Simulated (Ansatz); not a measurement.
# TaN (P-6m2): modes against biaxial strain in the (0001) plane, that of a and b, part 2 of 2

Aim: how do the optical modes of TaN (P-6m2) shift and split under this strain?

Ansatz 0.2.0; DFT PBEsol, scalar-relativistic, plane waves, PAW; PAW set soft_1.

So far. Step 3 (Tight relaxation): The forces vanish by symmetry and the pressure is -0.003 GPa, within the tolerances set. The cell now holds 10.63 Å³/atom.

### 4. Modes at rest

Phonons follow from the second derivative of the energy, found here by linear response.

The modes at rest are the reference of the series.

The input, input.yaml:

```yaml
crystal:
  lattice:
    - [2.9238313694, 0.0, 0.0]
    - [-1.4619156847, 2.5321122423, 0.0]
    - [0.0, 0.0, 2.8706066532]
  atoms:
    - { symbol: "N", position: [0.6666666667, 0.3333333333, 0.0] }
    - { symbol: Ta, position: [0.0, 0.0, 0.5] }
kpoints:
  mp_grid: { grid: [18, 18, 16] }
hamiltonian:
  xc: pbesol
  pseudopotentials: { kind: paw, azcp: { folder: soft_1 }, xc_functional: pbe }
scf:
  occupations: { method: methfessel_paxton, width: 0.2 }
output:
  eigenvalues: true
phonons:
  method: dfpt
```

Run with:

```console
$ ansatz run input.yaml --threads 4 --pin off --max-ram 10240MiB --backend cpu --events-out ev --progress --plain --runs-dir out
```

Numbers of over 12 decimals in the logs are rounded to 6 here.

Log:

```text
zone centre: on kpoints.mp_grid the ground state, and the responses unless they are solved on pairs of k-points, stand on 819 of the mesh's 5184 k-points, reduced under 4 symmetry operations, with k and −k counted as one. Each operation leaves every solved displacement unchanged or reverses it
[...]
Crystal: 2 atoms, lattice volume = 21.252 Å³
Basis set: ecut = 420 eV, 405 PW (Γ), exchange–correlation on 40×40×40 points (8 copies of the dense FFT grid, shifted against one another)
Bands: 13, of which v1, the nominal top of the filled ones, is band 9 counted from 1 (8 counted from 0)
Symmetry: 12 space group operations
k-points: 819 of 5184 (irreducible under 4 space group operations, time reversal used)
[...]
SCF iter   1: F=—  HF=-10188.581632 eV  |F-HF|=—  |Δ(HF+E_count)|=         —  Δρ=4.87e-2  dr2=2.79e-1  ethr=3.10e-3  ⟨swp⟩=5.0  Hψ=52994  notcnv=0
[...]
SCF iter   8: F=-10188.559898 eV  HF=-10188.559898 eV  |F-HF|=1.82e-12  |Δ(HF+E_count)|=  4.18e-11  S|Δr|=    0.00e0  Δρ=6.60e-8  dr2=2.77e-13  ethr=1.00e-12  ⟨swp⟩=5.9  Hψ=44523  notcnv=0
the search or the solves at the SCF's close seem to have found levels that the self-consistency loop had missed (the run counts 2). By its estimate they hold under 1e-12 electrons; where the run keeps them, the occupations were computed again with them
SCF 1 converged in 8 iterations: F = -10188.559898 eV  dr2 = 2.77e-13
[...]
DFPT response loops at Γ: preconditioner auto → Kerker (q_TF=auto, 2.654 Å⁻¹) (partly filled bands, converged f_vac=0.000); β = 1.00, the filter's whole step (`scf.mixing.beta` (0.50) is not read by the response loops under this deck's `scf.mixing.preconditioner`; to damp them name `kerker` or `kerker_dos`, under which they read `scf.mixing.beta`, and type it under 1.00, their step now; both keys bind the ground state too); Broyden in place of MSR1
SCF converged after 8 iterations
[...]
Free energy (F): -10188.559898 eV
[...]
Internal energy: -10188.560319 eV  (E = F + TS)
E sigma→0 (E₀):  -10188.560003 eV
Entropy (-TS):   0.000421 eV (0.210 meV/atom)
Fermi energy:    20.235641 eV
[...]
--- Band table (eV; the first three rows and the last of 819) ---
  k-point 0: bands = [... 5 lower, 15.6520, 15.6520, 15.9924, 17.3328, 22.5710, 23.9287, 23.9287, 24.3517]
  k-point 1: bands = [... 5 lower, 15.6761, 15.6849, 15.6849, 17.5964, 22.7151, 23.3018, 23.3018, 24.8322]
  k-point 2: bands = [... 5 lower, 14.9805, 15.7792, 15.7792, 18.1839, 22.4795, 22.4795, 23.1052, 25.2091]
  k-point 818: bands = [... 5 lower, 12.5842, 13.3619, 16.0991, 19.2324, 24.4460, 25.4107, 26.4499, 27.5337]
--- Phonons (Γ-DFPT): 4 representative perturbations + reference, on 819 of 5184 k-points (Σ response iterations 12) ---
  k mesh reduced under 4 symmetry operations, with k and −k counted as one. Each operation leaves every solved displacement unchanged or reverses it
  ASR residual: 1.470e-5 → 0.000e0 eV/Å²; symmetrization residual: 1.485e-6 eV/Å²
  ASR residual per site (eV/Å²): 1.17e-5 1.47e-5
  Γ frequencies (cm⁻¹): 0.00 0.00 0.00 532.16 532.16 554.26
  non-analytic LO–TO correction: not included (Born effective charges unavailable; polar crystals: no LO–TO splitting at Γ)
```

The job ended after 53 s (4 threads of Intel Xeon at 2.50GHz (Skylake/Cascade Lake), shared host; peak memory 0.94 GiB).

Numbers from this step:

```
sum-rule residual before enforcement                    : 1.47e-5 eV/Å²
point group                                             : -6m2
highest optical mode at the zone centre (no LO-TO term) : 554.3 cm⁻¹
lowest optical zone-centre mode                         : 532.2 cm⁻¹
```

Patterns of degenerate modes are one choice out of their space. Modes at Γ, with each element's share of the kinetic energy:

| mode | frequency (cm⁻¹) | symmetry | N % | Ta % |
| --- | --- | --- | --- | --- |
| 1 | 0.0 | acoustic | 7 | 93 |
| 2 | 0.0 | acoustic | 7 | 93 |
| 3 | 0.0 | acoustic | 7 | 93 |
| 4 | 532.2 | E' | 93 | 7 |
| 5 | 532.2 | E' | 93 | 7 |
| 6 | 554.3 | A2'' | 93 | 7 |

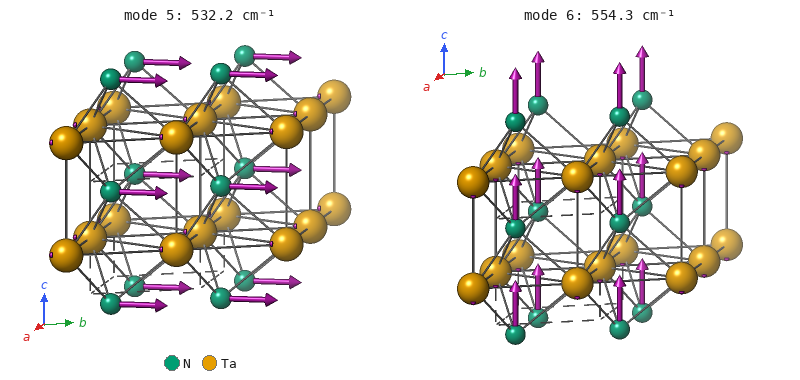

Displacement patterns of modes 5 and 6 at Γ; arrows are exaggerated. 2×2×2 cells are drawn. Some periodic images of atoms are drawn too.

Before it was imposed, the acoustic sum rule was missed by 1.5e-5 eV/Å². Small misses are needed for a sound result but don't prove that mesh and cutoff are converged. The lowest optical mode is real, 532 cm⁻¹.

### 5. A member of the series: biaxial strain of +4 % in the (0001) plane, that of a and b

The cell takes a biaxial strain of +4 % in the (0001) plane, that of a and b. The strained lengths are held, while the rest of the cell and the atoms relax.

input.yaml, the sections that differ from step 4:

```yaml
crystal:
  lattice:
    - [3.0407846242, 0.0, 0.0]
    - [-1.5203923121, 2.633396732, 0.0]
    - [0.0, 0.0, 2.8415804433]
  atoms:
    - { symbol: "N", position: [0.6666666667, 0.3333333333, 0.0] }
    - { symbol: Ta, position: [0.0, 0.0, 0.5] }
output:
  forces: true
  stress: true
  eigenvalues: true
relax:
  adjacent_minimum: "off"
  f_tol: 0.001
  max_steps: 60
  cell: { stress_tol: 0.01, fix: [a, b, gamma] }
# kpoints, hamiltonian, scf: as in step 4
# phonons: removed
```

Log:

```text
[...]
Crystal: 2 atoms, lattice volume = 22.754 Å³
Basis set: ecut = 420 eV, 417 PW (Γ), exchange–correlation on 48×48×40 points (8 copies of the dense FFT grid, shifted against one another)
Bands: 13, of which v1, the nominal top of the filled ones, is band 9 counted from 1 (8 counted from 0)
Symmetry: 12 space group operations
[...]
k-points: 333 of 5184 (time reversal used)
[...]
k-point 332: bands = [... 5 lower, 10.9077, 12.3675, 15.0849, 18.6279, 22.6149, 23.5032, 25.2945, 25.9973]
--- Relaxed structure (5 steps of the walk, 4 accepted, 2 SCFs on fresh bases) ---
[...]
cell:  # Å, volume = 22.6868 Å³
    - [3.040785, 0, 0]
    - [-1.520392, 2.633397, -1.4447705550490451e-19]
    - [0, -1.558987183510897e-19, 2.833155]
  atoms:
    - { symbol: N, position: [0.666667, 0.333333, 0] }
    - { symbol: Ta, position: [-3.700743415524895e-17, 0, 0.5] }
[key lines of the parts left out:]
SCF converged after 4 iterations
Free energy (F): -10188.398797 eV
Fermi energy:    18.844535 eV
P = ⅓ Tr σ = -18.8207 GPa (-188.207 kbar)
```

It took 36 s on 4 threads; peak memory 0.49 GiB.

The steps of the relaxation:

| step | energy less that of the first step (eV) | largest force component (eV/Å) | pressure (GPa) | volume (Å³) |
| --- | --- | --- | --- | --- |
| 1 | 0.0000 | 0.0000 | -19.77 | 22.75 |
| 2 | -0.0002 | 0.0000 | -17.82 | 22.62 |
| 3 | -0.0006 | 0.0000 | -18.83 | 22.69 |
| 4 | -0.0006 | 0.0000 | -18.82 | 22.69 |
| 5* | -0.0005 | 0.0000 | -18.83 | 22.69 |
| 6 | -0.0005 | 0.0000 | -18.82 | 22.69 |
| 7* | -0.0005 | 0.0000 | -18.82 | 22.69 |

Relaxation steps marked * repeat the geometry before them on a plane-wave basis chosen anew for their cell, so energy and pressure can jump there. Relaxation step 2 was tried and not accepted.

The run keeps the 12 symmetry operations that it works with, so distortions that break them were not tested.

| conventional cell, symmetrised | before | after | change |
| --- | --- | --- | --- |
| a (Å) | 3.041 | 3.041 | +0.0 % |
| b (Å) | 3.041 | 3.041 | +0.0 % |
| c (Å) | 2.842 | 2.833 | -0.3 % |
| volume (Å³/atom) | 11.38 | 11.34 | -0.3 % |

The relaxed structure:

```cif
data_structure
_symmetry_space_group_name_H-M 'P 1'
_symmetry_Int_Tables_number 1
_cell_length_a 3.0408
_cell_length_b 3.0408
_cell_length_c 2.8332
_cell_angle_alpha 90.000
_cell_angle_beta 90.000
_cell_angle_gamma 120.000
_cell_volume 22.69
loop_
_atom_site_label
_atom_site_type_symbol
_atom_site_fract_x
_atom_site_fract_y
_atom_site_fract_z
_atom_site_occupancy
N1 N 0.66667 0.33333 0.00000 1
Ta2 Ta 0.00000 0.00000 0.50000 1
```

Numbers from this step:

| Item | Value |
| --- | --- |
| pressure | -18.82 GPa |
| volume per atom | 11.34 Å³ |

The forces vanish by symmetry.

The cell shrank by 0.3 % in volume.

### 6. Zone-centre modes of the member: biaxial strain of +4 % in the (0001) plane, that of a and b

The zone-centre modes follow for biaxial strain of +4 % in the (0001) plane, that of a and b.

input.yaml, the sections that differ from step 5:

```yaml
crystal:
  lattice:
    - [3.0407846242, 0.0, 0.0]
    - [-1.5203923121, 2.633396732, 0.0]
    - [0.0, 0.0, 2.8331551784]
  atoms:
    - { symbol: "N", position: [0.6666666667, 0.3333333333, 0.0] }
    - { symbol: Ta, position: [0.0, 0.0, 0.5] }
output:
  eigenvalues: true
phonons:
  method: dfpt
# kpoints, hamiltonian, scf: as in step 5
# relax: removed
```

Log:

```text
[...]
Crystal: 2 atoms, lattice volume = 22.687 Å³
Basis set: ecut = 420 eV, 417 PW (Γ), exchange–correlation on 48×48×40 points (8 copies of the dense FFT grid, shifted against one another)
Bands: 13, of which v1, the nominal top of the filled ones, is band 9 counted from 1 (8 counted from 0)
Symmetry: 12 space group operations
k-points: 819 of 5184 (irreducible under 4 space group operations, time reversal used)
[...]
SCF iter   1: F=—  HF=-10188.398753 eV  |F-HF|=—  |Δ(HF+E_count)|=         —  Δρ=4.60e-2  dr2=2.26e-1  ethr=3.10e-3  ⟨swp⟩=5.0  Hψ=53026  notcnv=0
[...]
SCF iter   9: F=-10188.398797 eV  HF=-10188.398797 eV  |F-HF|=1.09e-11  |Δ(HF+E_count)|=  3.64e-12  S|Δr|=    0.00e0  Δρ=3.73e-8  dr2=2.53e-13  ethr=1.00e-12  ⟨swp⟩=5.8  Hψ=42843  notcnv=0
[...]
SCF 1 converged in 9 iterations: F = -10188.398797 eV  dr2 = 2.53e-13
[...]
SCF converged after 9 iterations
[...]
Free energy (F): -10188.398797 eV
[...]
Internal energy: -10188.399525 eV  (E = F + TS)
E sigma→0 (E₀):  -10188.398979 eV
Entropy (-TS):   0.000729 eV (0.364 meV/atom)
Fermi energy:    18.844535 eV
[...]
--- Band table (eV; the first three rows and the last of 819) ---
  k-point 0: bands = [... 5 lower, 14.1328, 14.1328, 14.9642, 16.3395, 20.3047, 22.4885, 22.4885, 22.7022]
  k-point 1: bands = [... 5 lower, 14.1663, 14.1663, 14.7036, 16.5240, 20.4768, 21.7666, 21.7666, 23.2661]
  k-point 2: bands = [... 5 lower, 14.0491, 14.2620, 14.2620, 17.0352, 20.9189, 20.9221, 20.9221, 23.6307]
  k-point 818: bands = [... 5 lower, 11.5037, 12.1121, 14.7846, 17.9825, 22.2884, 23.8128, 24.4058, 25.5100]
[...]
ASR residual: 3.013e-5 → 0.000e0 eV/Å²; symmetrization residual: 2.208e-6 eV/Å²
  ASR residual per site (eV/Å²): 1.38e-5 3.01e-5
  Γ frequencies (cm⁻¹): 0.00 0.00 0.00 480.73 480.73 500.59
[...]
```

Elapsed: 2.5 min, on 4 threads; peak memory 0.98 GiB; 4.4 min of CPU time.

This step gave:

| Item | Value |
| --- | --- |
| sum-rule residual before enforcement | 3.01e-5 eV/Å² |
| highest optical mode at the zone centre (no LO-TO term) | 500.6 cm⁻¹ |
| lowest optical zone-centre mode | 480.7 cm⁻¹ |

Patterns of degenerate modes are one choice out of their space. The modes at Γ (shares of kinetic energy by element, %):

| mode | frequency (cm⁻¹) | symmetry | N % | Ta % |
| --- | --- | --- | --- | --- |
| 1 | 0.0 | acoustic | 7 | 93 |
| 2 | 0.0 | acoustic | 7 | 93 |
| 3 | 0.0 | acoustic | 7 | 93 |
| 4 | 480.7 | E' | 93 | 7 |
| 5 | 480.7 | E' | 93 | 7 |
| 6 | 500.6 | A2'' | 93 | 7 |

The lowest optical mode is real, 481 cm⁻¹, and the highest lies at 500.6 cm⁻¹.

Between step 4 and this run (strain 4 %) the value for the highest optical mode at the zone centre (no LO-TO term) moves from 554 cm⁻¹ to 501 cm⁻¹ (-10 %).

### 7. Relaxation of a member: biaxial strain of -4 % in the (0001) plane, that of a and b

The cell takes a biaxial strain of -4 % in the (0001) plane, that of a and b. The strained lengths are held, while the rest of the cell and the atoms relax.

input.yaml, the sections that differ from step 6:

```yaml
crystal:
  lattice:
    - [2.8068781146, 0.0, 0.0]
    - [-1.4034390573, 2.4308277526, 0.0]
    - [0.0, 0.0, 2.9057164413]
  atoms:
    - { symbol: "N", position: [0.6666666667, 0.3333333333, 0.0] }
    - { symbol: Ta, position: [0.0, 0.0, 0.5] }
output:
  forces: true
  stress: true
  eigenvalues: true
relax:
  adjacent_minimum: "off"
  f_tol: 0.001
  max_steps: 60
  cell: { stress_tol: 0.01, fix: [a, b, gamma] }
# kpoints, hamiltonian, scf: as in step 6
# phonons: removed
```

Log:

```text
[...]
Crystal: 2 atoms, lattice volume = 19.826 Å³
Basis set: ecut = 420 eV, 393 PW (Γ), exchange–correlation on 40×40×40 points (8 copies of the dense FFT grid, shifted against one another)
Bands: 13, of which v1, the nominal top of the filled ones, is band 9 counted from 1 (8 counted from 0)
Symmetry: 12 space group operations
[...]
k-points: 333 of 5184 (time reversal used)
[...]
k-point 332: bands = [... 5 lower, 13.0010, 15.1246, 17.7547, 21.3174, 27.1246, 27.3125, 28.8298, 29.8739]
--- Relaxed structure (5 steps of the walk, 5 accepted, 2 SCFs on fresh bases) ---
[...]
cell:  # Å, volume = 19.9155 Å³
    - [2.806878, 0, 0.0]
    - [-1.403439, 2.430828, 0.0]
    - [0.0, 0.0, 2.918857]
  atoms:
    - { symbol: N, position: [0.666667, 0.333333, 0.0] }
    - { symbol: Ta, position: [-3.700743415524894e-17, 0, 0.5] }
[key lines of the parts left out:]
SCF converged after 4 iterations
Free energy (F): -10188.367127 eV
Fermi energy:    21.697706 eV
P = ⅓ Tr σ = 25.9066 GPa (259.066 kbar)
```

Wall time 1.7 min (4 threads); peak memory 0.49 GiB.

Step by step:

| step | energy less that of the first step (eV) | largest force component (eV/Å) | pressure (GPa) | volume (Å³) |
| --- | --- | --- | --- | --- |
| 1 | 0.0000 | 0.0000 | 28.10 | 19.83 |
| 2 | -0.0006 | 0.0000 | 24.74 | 19.96 |
| 3 | -0.0010 | 0.0000 | 25.89 | 19.92 |
| 4 | -0.0010 | 0.0000 | 25.91 | 19.91 |
| 5* | -0.0012 | 0.0000 | 25.92 | 19.91 |
| 6 | -0.0012 | 0.0000 | 25.91 | 19.92 |
| 7* | -0.0012 | 0.0000 | 25.91 | 19.92 |

Relaxation steps marked * repeat the geometry before them on a plane-wave basis chosen anew for their cell, so energy and pressure can jump there.

The run keeps the 12 symmetry operations that it works with, so distortions that break them were not tested.

| conventional cell, symmetrised | before | after | change |
| --- | --- | --- | --- |
| a (Å) | 2.807 | 2.807 | +0.0 % |
| b (Å) | 2.807 | 2.807 | +0.0 % |
| c (Å) | 2.906 | 2.919 | +0.5 % |
| volume (Å³/atom) | 9.91 | 9.96 | +0.5 % |

Final coordinates:

```xyz
2
Lattice="2.8069 0.0000 0.0000 -1.4034 2.4308 0.0000 0.0000 0.0000 2.9189" Properties=species:S:1:pos:R:3 pbc="T T T"
N     1.4034    0.8103    0.0000
Ta    0.0000    0.0000    1.4594
```

This step gave:

| Property | Result |
| --- | --- |
| pressure | 25.91 GPa |
| volume per atom | 9.958 Å³ |

The forces vanish by symmetry.

The cell grew by 0.5 % in volume.

### 8. Modes of this member: biaxial strain of -4 % in the (0001) plane, that of a and b

The zone-centre modes follow for biaxial strain of -4 % in the (0001) plane, that of a and b.

input.yaml, the sections that differ from step 7:

```yaml
crystal:
  lattice:
    - [2.8068781146, 0.0, 0.0]
    - [-1.4034390573, 2.4308277526, 0.0]
    - [0.0, 0.0, 2.9188570892]
  atoms:
    - { symbol: "N", position: [0.6666666667, 0.3333333333, 0.0] }
    - { symbol: Ta, position: [0.0, 0.0, 0.5] }
output:
  eigenvalues: true
phonons:
  method: dfpt
# kpoints, hamiltonian, scf: as in step 7
# relax: removed
```

Log:

```text
[...]
Crystal: 2 atoms, lattice volume = 19.915 Å³
Basis set: ecut = 420 eV, 393 PW (Γ), exchange–correlation on 40×40×40 points (8 copies of the dense FFT grid, shifted against one another)
Bands: 13, of which v1, the nominal top of the filled ones, is band 9 counted from 1 (8 counted from 0)
Symmetry: 12 space group operations
k-points: 819 of 5184 (irreducible under 4 space group operations, time reversal used)
[...]
k-point 2: bands = [... 5 lower, 15.9661, 17.4732, 17.4732, 19.2971, 24.0929, 24.0929, 25.5695, 26.8736]
  k-point 818: bands = [... 5 lower, 13.7778, 14.7617, 17.5106, 20.5598, 26.6467, 26.7732, 28.5879, 29.5144]
[...]
ASR residual: 4.933e-5 → 0.000e0 eV/Å²; symmetrization residual: 1.076e-6 eV/Å²
  ASR residual per site (eV/Å²): 4.93e-5 1.95e-5
  Γ frequencies (cm⁻¹): 0.00 0.00 0.00 572.42 572.42 595.21
[...]
[key lines of the parts left out:]
SCF converged after 8 iterations
Free energy (F): -10188.367127 eV
Fermi energy:    21.697706 eV
```

It took 2.5 min on 4 threads; peak memory 0.9 GiB; 4.1 min of CPU time.

Numbers from this step:

```yaml
sum_rule_residual_before_enforcement: 4.93e-5 eV/Å²
highest_optical_mode_at_the_zone_centre_no_lo_to_term: 595.2 cm⁻¹
lowest_optical_zone_centre_mode: 572.4 cm⁻¹
```

Patterns of degenerate modes are one choice out of their space. The modes at Γ (shares of kinetic energy by element, %):

| mode | frequency (cm⁻¹) | symmetry | N % | Ta % |
| --- | --- | --- | --- | --- |
| 1 | 0.0 | acoustic | 7 | 93 |
| 2 | 0.0 | acoustic | 7 | 93 |
| 3 | 0.0 | acoustic | 7 | 93 |
| 4 | 572.4 | E' | 93 | 7 |
| 5 | 572.4 | E' | 93 | 7 |
| 6 | 595.2 | A2'' | 93 | 7 |

The lowest optical mode is real, 572 cm⁻¹, and the highest lies at 595.2 cm⁻¹.

Between step 4 and this run (strain -4 %) the value for the highest optical mode at the zone centre (no LO-TO term) moves from 554 cm⁻¹ to 595 cm⁻¹ (+7 %).

### 9. All members side by side

The members are set side by side, also those not shown above.

Stress is positive in compression; energies are extrapolated to zero smearing, and E0 is that at rest; the edges not held and the atoms are relaxed in each cell; all runs use 18×18×16 k points and Methfessel-Paxton smearing of 0.2 eV. State of the crystal along the series:

| strain (%) | in-plane stress (GPa) | free strain along c (%) | E - E0 (meV/atom) |
| --- | --- | --- | --- |
| -4 | 38.86 | 1.681 | 96.42 |
| -3 | 28.05 | 1.223 | 53.05 |
| -2 | 17.98 | 0.7909 | 23.06 |
| -1 | 8.646 | 0.3828 | 5.643 |
| 0 | -0.001925 | 0 | 0 |
| 1 | -7.985 | -0.3601 | 5.387 |
| 2 | -15.33 | -0.6965 | 21.07 |
| 3 | -22.07 | -1.011 | 46.34 |
| 4 | -28.23 | -1.305 | 80.51 |

Optical modes are counted from below at rest and tracked from member to member by their patterns, and modes that stay within 0.3 cm⁻¹ of each other stand once; labels, where given, are those at rest; the edges not held and the atoms are relaxed in each cell; all runs use 18×18×16 k points and Methfessel-Paxton smearing of 0.2 eV. Optical modes along the series:

| strain (%) | optical mode 1 E' (cm⁻¹) | optical mode 2 A2'' (cm⁻¹) |
| --- | --- | --- |
| -4 | 572.4 | 595.2 |
| -3 | 563.8 | 586.4 |
| -2 | 554 | 576.6 |
| -1 | 543.5 | 565.8 |
| 0 | 532.2 | 554.3 |
| 1 | 520.1 | 542 |
| 2 | 507.5 | 528.9 |
| 3 | 494.4 | 515.1 |
| 4 | 480.7 | 500.6 |

Value and slope at zero strain of a cubic (a lower polynomial where under five rows exist) through the rows within 2 % of rest. Slopes at rest:

| mode | frequency (cm⁻¹) | shift per percent of strain (cm⁻¹) | shift per GPa of compressive stress (cm⁻¹) |
| --- | --- | --- | --- |
| optical mode 1 E' | 532.2 | -11.69 | 1.41 |
| optical mode 2 A2'' | 554.3 | -11.95 | 1.44 |

### 10. Results

| Item | Value |
| --- | --- |
| members | 9 |
| highest optical mode at the zone centre (no LO-TO term), at rest | 554.3 cm⁻¹ |
| biaxial modulus in the (0001) plane, that of a and b | 831 GPa |
| optical mode 1 E', shift per percent | -11.69 cm⁻¹ |
| optical mode 2 A2'', shift per percent | -11.95 cm⁻¹ |

In words: The stress changes by 8.31 GPa for each percent, a biaxial modulus of 831 GPa in the (0001) plane, that of a and b. For each percent the free edge responds with -0.37 %. The fastest shift in the table of slopes is -11.9 cm⁻¹ for each percent (optical mode 2 A2''), or 1.4 cm⁻¹ for each GPa of compressive stress. For small strain, the measured shift of a line that Raman or infrared light can see, divided by its slope, estimates the stress, if the state of stress is of this kind. These are harmonic frequencies at zero temperature: anharmonic shifts, linewidths and thermal expansion are left out. Spin-orbit coupling is left out, which can matter for the heavy elements here. With no gap, or one that is small against the smearing, the frequencies hang on the k mesh and the smearing, most of all near Kohn anomalies. The PAW files were made for PBE; the program adapts parts of them to the functional of the run, but their partial waves stay those of PBE, an approximation that was not tested in this session. Only the zone centre was solved, so an instability at another wavevector cannot show here.

[Logs are printed without paths, hosts, clocks, repeated set-up lines and the standing remarks that a program may print on its own settings, such as how far it seeks lower states.]

[Hosts, paths, dates, database ids (printed as entryN), source tags and the programs' standing remarks are cut or masked in the printed files.]
